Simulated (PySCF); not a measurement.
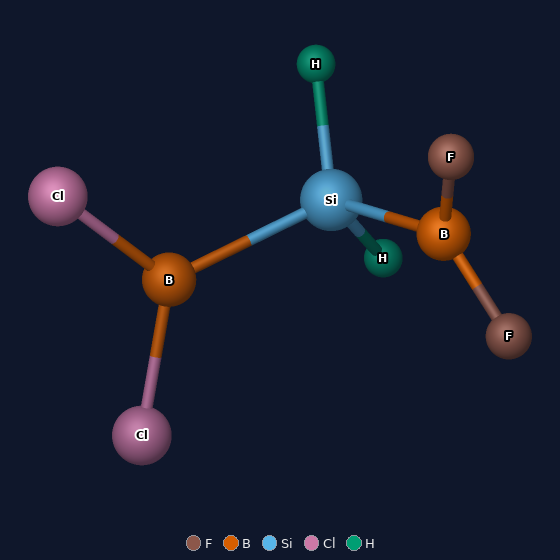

The molecule: B₂SiH₂Cl₂F₂, SMILES FB(F)[SiH2]B(Cl)Cl.

Simulated rotational absorption lines between 2 and 8 GHz at 10 K: rigid rotor with the equilibrium constants and dipole of one optimised conformer (PBE0-D3(BJ)/def2-SVP, PySCF 2.14.0), commonest isotopes; no centrifugal distortion, hyperfine structure, internal rotation or nuclear-spin weights; lines within 1 MHz of each other are summed. Lines of different type are drawn apart.

**What are the rotational constants, and what kind of rotor is it?**

Rotational constants A, B, C = 1.766, 0.7989, 0.6609 GHz; Ray's κ = −0.75, an asymmetric top on the prolate side.

**Which dipole components drive the lines?**

|μa|, |μb|, |μc| = 0.35, 0.02, 0.74 D; c-type lines carry 89 % of the intensity in this range.

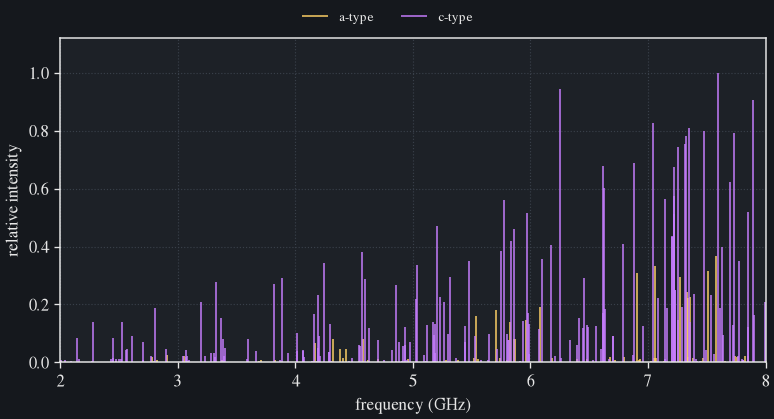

Known limits of this run: coarse grid, loose stop and no frequency check, small forces are noise and the end may be a saddle.
